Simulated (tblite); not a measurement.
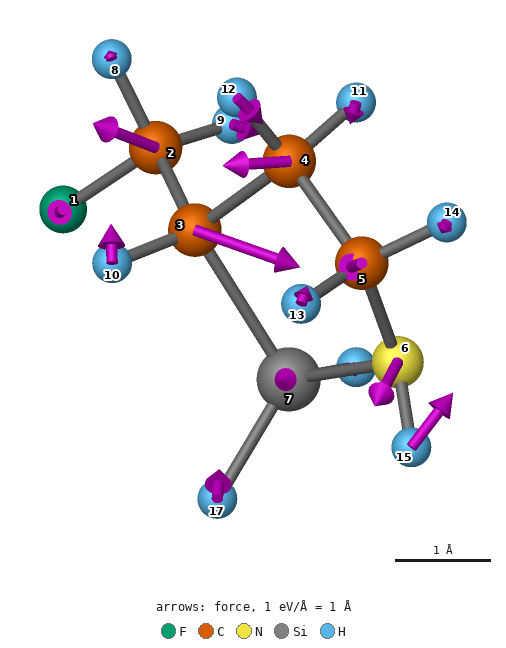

Starting geometry of C4H10FNSi with the computed forces as purple arrows. A ball-and-stick model, seen from a free direction.

These are results of tblite, GFN2-xTB geometry optimisation, gas phase, not measurements. 

> What follows when this structure is relaxed?

It isn't relaxed: the largest force vector, on a C atom, is 1.21 eV/Å. The final displacements follow the starting forces only in part (cosine between the two patterns 0.41). An H atom moves most after the best rigid fit: 0.39 Å. By element the largest moves are H 0.39 Å, F 0.12 Å, N 0.11 Å, Si 0.06 Å, C 0.05 Å. Near-neighbour distances that change, for instance: C–C 1.555 → 1.528 Å, C–N 1.475 → 1.450 Å, N–Si 1.738 → 1.716 Å, H–Si 1.485 → 1.465 Å. Among the angles between lasting bonds that change: Si–N–H 110.0° → 125.6°, N–Si–H 107.6° → 116.8°, H–Si–H 117.4° → 111.9°. Over 51 geometry steps the energy falls by 5.39 kcal/mol.
